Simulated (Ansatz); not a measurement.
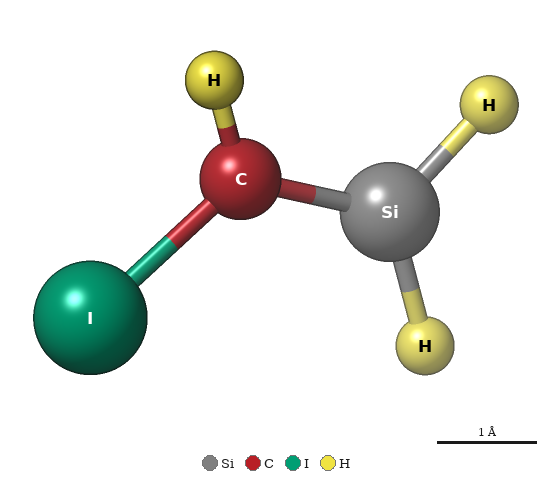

Atoms fade into the background with distance from the viewer. Computed geometry: PBE-D4/def2-SVP optimisation. No frequency run is at hand to confirm it as a minimum. Masses are those of the most abundant isotopes; constants are for the rigid equilibrium geometry.

Classify the rotor and give the rotational constants (GHz).

Answer. An asymmetric top (Cs): A = 34.8, B = 1.63, C = 1.56 GHz. Ray's parameter κ is −1.00, close to the prolate limit.
